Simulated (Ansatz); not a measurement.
**GaNH3 (SMILES [NH2][GaH]) at UB2PLYP/def2-TZVP**

What is the vertical ionisation energy of GaNH3 at UB2PLYP/def2-TZVP? 

Program for the calculation: Ansatz 0.2.0.

55 further runs of the same task are left out: 55 set aside as unsound or not needed.

### 1 The system as given

GaNH3 has 5 atoms, charge 0, and is taken as a doublet. SMILES: `[NH2][GaH]`. Geometry: relaxed at PBE0-D4/def2-TZVP. This is one conformer, not always the lowest.

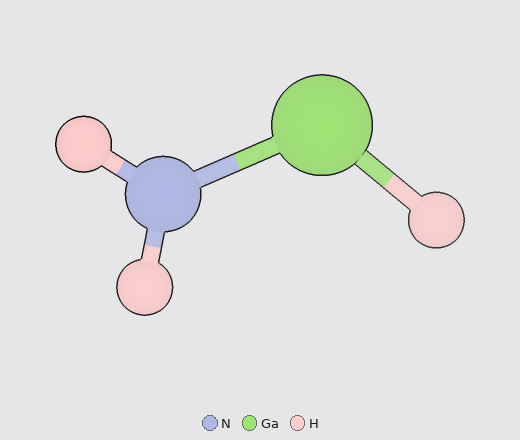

Viewed from a chosen angle; nitrogen light blue, gallium green, hydrogen pink.

### 2 The energy at UB2PLYP/def2-TZVP

File input.yaml:

```yaml
basis:
  gaussian:
    orbitals: def2-TZVP
crystal:
  periodic: [false, false, false]
  atoms:
    - {symbol: "N", position_ang: [-0.211900, -0.684000, 0.064700]}
    - {symbol: Ga, position_ang: [0.815500, 0.782900, 0.417000]}
    - {symbol: H, position_ang: [-0.946800, -0.701300, -0.625100]}
    - {symbol: H, position_ang: [-0.115200, -1.569300, 0.532000]}
    - {symbol: H, position_ang: [0.508200, 2.097900, -0.430100]}
magnetization:
  spin_polarized: true
  initial_magnetization: 1
hamiltonian:
  xc: {name: B2PLYP}
correlation:
  frozen_orbitals: {Ga: 9, H: 0, "N": 1}
accuracy: high
output:
  orbitals: {seedname: orbitals}
```

Launch:

```console
$ ansatz run input.yaml --threads 1 --pin off --max-ram 3480MiB --events-out events.jsonl --progress --plain --runs-dir runs
```

Log:

```text
Warning: RAYON_NUM_THREADS=1 ignored (pool sized by the plan → 1); use --threads N
Functional definition: B2PLYP
  name "B2PLYP"
  parameter a = 0.53
  parameter c = 0.27
  exchange = (1 - a)*b88_x + a*exact_x
  correlation = (1 - c)*lyp_c + c*(mp2_os + mp2_ss)
1600 factors; integrals over basis functions are off by at most 4.6e-9 eV
mean field evaluation 1: about -53895.8193 eV, gradient 3.9e1 eV
mean field evaluation 2: about -53895.8476 eV, gradient 3.9e1 eV
mean field evaluation 4: about -53901.5919 eV, gradient 4.1e0 eV
mean field evaluation 8: about -53901.7042 eV, gradient 2.4e-1 eV
mean field evaluation 16: about -53901.7051 eV, gradient 6.0e-4 eV
mean field evaluation 32: about -53896.8426 eV, gradient 1.8e1 eV
mean field -53901.70514533 eV, -1980.8511282030 hartree, gradient 3.1e-8 eV, S^2 0.754826; 2 other end points of the search recorded, 0 dependent functions left out
10 core orbitals not correlated: weight in the atoms' cores, before any rotation towards them, 1.000 or more for the frozen orbitals, at most 0.000 for the correlated occupied ones
reference -53901.70516657 eV, -1980.8511289834 hartree; 11, 10 occupied and 76, 77 virtual orbitals, 1600 factors
second order -14.08052644 eV of doubles, -0.00000000 eV of singles
Total energy: -53905.50690871 eV, -1980.9908404301 hartree
```

It took 14 s on 1 thread of Arm Neoverse V1, shared host; peak memory 0.5 GiB.

### 3 The singlet cation, same level

File molecule.yaml:

```yaml
crystal:
  periodic: [false, false, false]
  atoms:
    - {symbol: N, position_ang: [-0.211900, -0.684000, 0.064700]}
    - {symbol: Ga, position_ang: [0.815500, 0.782900, 0.417000]}
    - {symbol: H, position_ang: [-0.946800, -0.701300, -0.625100]}
    - {symbol: H, position_ang: [-0.115200, -1.569300, 0.532000]}
    - {symbol: H, position_ang: [0.508200, 2.097900, -0.430100]}
basis:
  gaussian:
    orbitals: def2-TZVP
accuracy: high
correlation:
  frozen_orbitals: {Ga: 9, H: 0, "N": 1}
output:
  orbitals: {seedname: orbitals}
hamiltonian:
  xc: {name: B2PLYP}
total_charge: 1
```

Launch:

```console
$ ansatz run molecule.yaml --threads 1 --pin off --max-ram 3480MiB --events-out events.jsonl --progress --plain --runs-dir runs
```

Log, shortened:

```text
Warning: RAYON_NUM_THREADS=1 ignored (pool sized by the plan → 1); use --threads N
[... 2 set-up lines as earlier in the session ...]
[...]
1601 factors; integrals over basis functions are off by at most 4.6e-9 eV
[...]
mean field -53893.84746383 eV, -1980.5623637339 hartree, gradient 8.4e-8 eV, S^2 0.000000; 1 other end points of the search recorded, 0 dependent functions left out
10 core orbitals not correlated: weight in the atoms' cores, before any rotation towards them, 1.000 or more for the frozen orbitals, at most 0.000 for the correlated occupied ones
reference -53893.84748483 eV, -1980.5623645055 hartree; 10, 10 occupied and 77, 77 virtual orbitals, 1601 factors
second order -13.92829913 eV of doubles, -0.00000000 eV of singles
Total energy: -53897.60812559 eV, -1980.7005655046 hartree
```

It took 8.7 s on 1 thread of Arm Neoverse V1, shared host; peak memory 0.32 GiB.

### 4 Summary of results

At UB2PLYP/def2-TZVP, 10 core orbitals frozen:

| quantity | value |
| --- | --- |
| doublet GaNH3: total energy | -1980.99084 Eh |
| doublet GaNH3: HOMO energy (SCF part's orbitals) (highest over α and β) | -6.52 eV |
| doublet GaNH3: LUMO energy (SCF part's orbitals) (lowest over α and β) | -1.16 eV |
| doublet GaNH3: ⟨S²⟩ | 0.755 |
| singlet cation: total energy | -1980.70057 Eh |
| singlet cation: HOMO energy (SCF part's orbitals) | -14.61 eV |
| singlet cation: LUMO energy (SCF part's orbitals) | -9.14 eV |
| singlet cation: HOMO–LUMO gap (SCF part's orbitals) | 5.47 eV |
| vertical ionisation energy (to the singlet cation) | 7.899 eV |

What this shows: The vertical ionisation energy comes to 7.90 eV (762 kJ/mol). Only the singlet of the ionised species was computed; a triplet could lie lower.
